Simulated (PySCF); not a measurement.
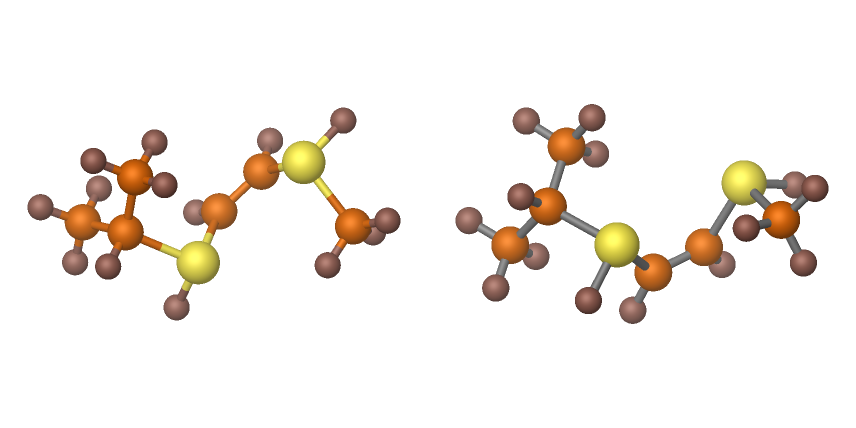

Both panels show the same species. Colours: carbon orange, phosphorus yellow, hydrogen brown.

Question: Give the formula.

Answer: C₆H₁₄P₂, 22 atoms: 6 carbon, 14 hydrogen and 2 phosphorus.

Question: Give the symmetry (Schoenflies symbol).

Answer: C1.

Question: Name functional groups in it.

Answer: Among them: alkene.

Question: Describe its rings.

Answer: It has no ring.

More results for the same structure follow; atom numbers are the same in all pictures, views and colours differ. The geometry was computed by an optimisation with PBE0-D3(BJ)/def2-SVP. No frequency run is at hand to confirm it as a minimum.

### Geometry

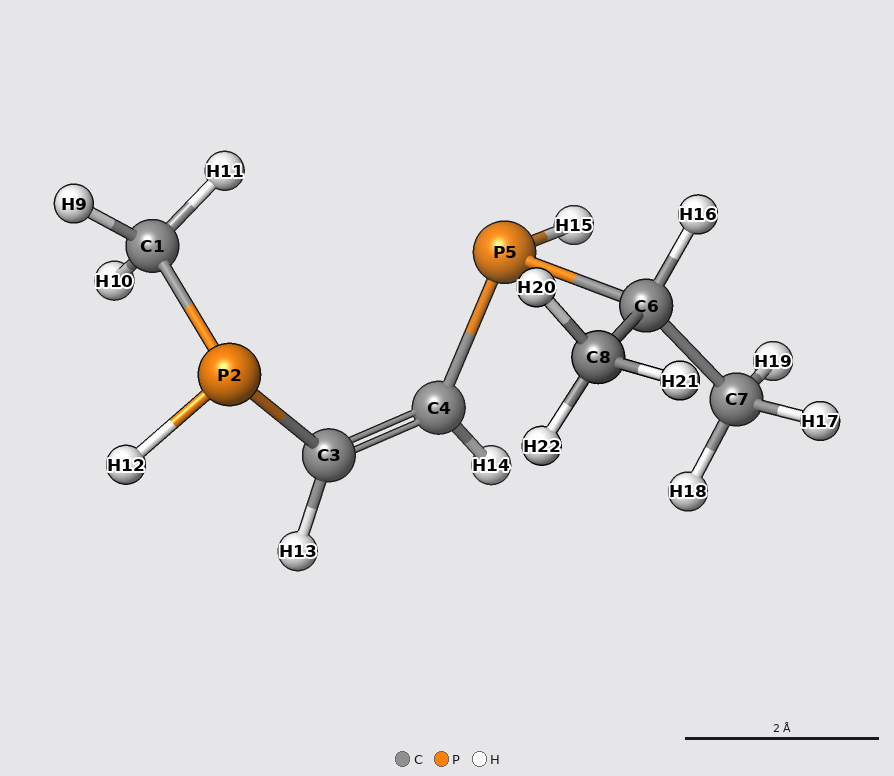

Atoms carry their numbers in the input. No frequency run is at hand to confirm it as a minimum.

List the bonds and their lengths. Leave out bonds to hydrogen.

```csv
bond,length (Å),order
C1–P2,1.857,single
P2–C3,1.838,single
C3–C4,1.343,double
C4–P5,1.834,single
P5–C6,1.880,single
C6–C7,1.522,single
C6–C8,1.525,single
```

### Charges

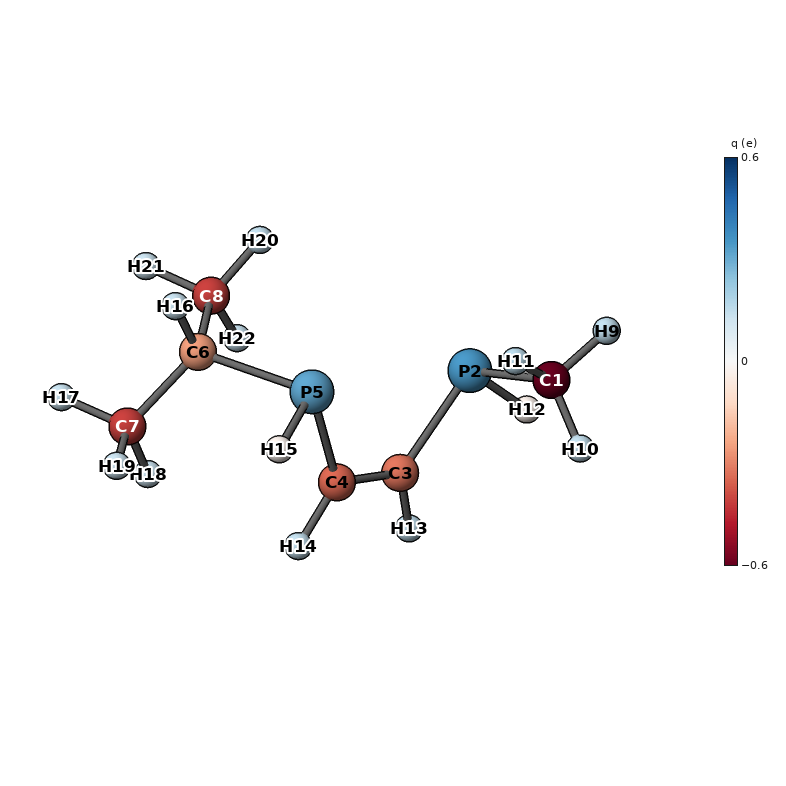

Atoms are coloured by their IAO charges. No frequency run is at hand to confirm it as a minimum. Method: PBE0/pcSseg-1, gas phase (PySCF 2.14.0).

Question: Which atom carries the highest charge (most positive or least negative)?

Answer: P2 (0.35 e).

Question: And the lowest?

Answer: C1 (−0.59 e).

List the IAO charges.

| atom | value (e) |
| --- | --- |
| C1 | −0.59 |
| P2 | 0.35 |
| C3 | −0.32 |
| C4 | −0.34 |
| P5 | 0.32 |
| C6 | −0.25 |
| C7 | −0.41 |
| C8 | −0.41 |
| H9 | 0.15 |
| H10 | 0.15 |
| H11 | 0.16 |
| H12 | −0.03 |
| H13 | 0.15 |
| H14 | 0.15 |
| H15 | −0.03 |
| H16 | 0.14 |
| H17 | 0.14 |
| H18 | 0.13 |
| H19 | 0.14 |
| H20 | 0.15 |
| H21 | 0.14 |
| H22 | 0.14 |

### Electronic properties

No frequency run is at hand to confirm it as a minimum. Properties computed with CAM-B3LYP/def2-SVPD, gas phase (PySCF 2.14.0). Excitations: vertical, linear response.

Question: Give the HOMO–LUMO gap at this level.

Answer: 7.76 eV.

Question: What is the lowest vertical singlet excitation?

Answer: 4.56 eV.

Question: Estimate the mean static polarisability.

Answer: 127.4 bohr³.

Question: What is the HOMO energy (Kohn–Sham orbital)?

Answer: −7.50 eV.

### NMR shielding

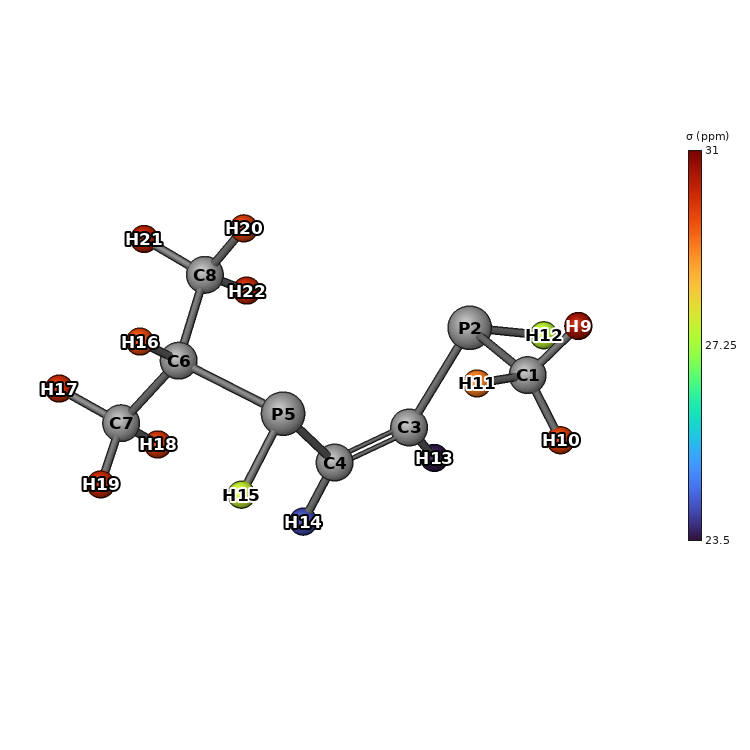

Atoms are coloured by their isotropic NMR shieldings (H only, the others grey). No frequency run is at hand to confirm it as a minimum. Method: GIAO PBE0/pcSseg-1 NMR shielding, non-relativistic, gas phase (PySCF 2.14.0).

Question: Which H atom is the most shielded (lowest chemical shift)?

Answer: H9 (30.57 ppm).

Question: Which H atom is the least shielded (highest chemical shift)?

Answer: H13 (23.58 ppm).

Question: How wide is the range of H shifts?

Answer: 6.99 ppm.

Give the isotropic NMR shieldings of the H atoms atom by atom.

```json
{"atom": "H9", "σ (ppm)": "30.57"}
{"atom": "H10", "σ (ppm)": "29.81"}
{"atom": "H11", "σ (ppm)": "29.13"}
{"atom": "H12", "σ (ppm)": "27.51"}
{"atom": "H13", "σ (ppm)": "23.58"}
{"atom": "H14", "σ (ppm)": "24.14"}
{"atom": "H15", "σ (ppm)": "27.63"}
{"atom": "H16", "σ (ppm)": "29.67"}
{"atom": "H17", "σ (ppm)": "30.07"}
{"atom": "H18", "σ (ppm)": "29.93"}
{"atom": "H19", "σ (ppm)": "30.13"}
{"atom": "H20", "σ (ppm)": "29.82"}
{"atom": "H21", "σ (ppm)": "30.26"}
{"atom": "H22", "σ (ppm)": "30.14"}
```
